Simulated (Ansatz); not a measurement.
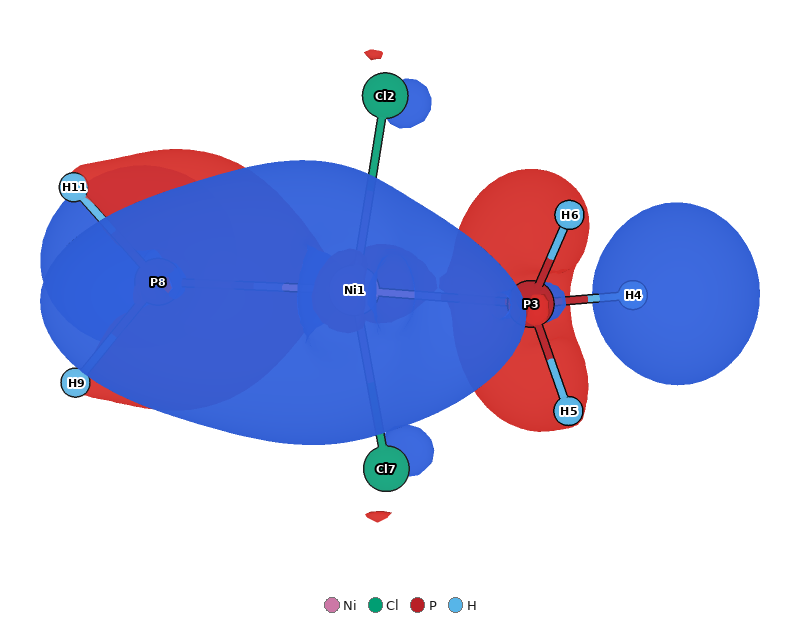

Cl₂H₆NiP₂ (triplet). The LUMO (α) at ±0.08 Å⁻³ᐟ² (blue and red are the two phases), seen at a tilt.

Geometry: PBE-D4/def2-SVP.

The calculation used UKS PBE0-D4/def2-TZVP (Ansatz).

```xyz
11

Ni   -0.0010   -0.0002    0.0065
Cl    1.9280    0.0315    1.0924
P     0.0098    2.2737   -0.2601
H    -0.1988    2.9096    1.0025
H    -0.9834    2.9938   -1.0013
H     1.1608    3.0258   -0.6646
Cl   -2.1606   -0.0097    0.4907
P     0.0589   -2.2795   -0.2076
H    -0.9360   -3.0412   -0.9031
H    -0.0943   -2.8916    1.0740
H     1.2165   -3.0120   -0.6294
```

> Describe this orbital and give its energy.

By Hirshfeld shares it lies mainly on P3 (about 25 %), P8 (about 25 %), Ni1 (about 15 %), H4 (about 10 %) and H10 (about 10 %). Its energy is −0.79 eV.
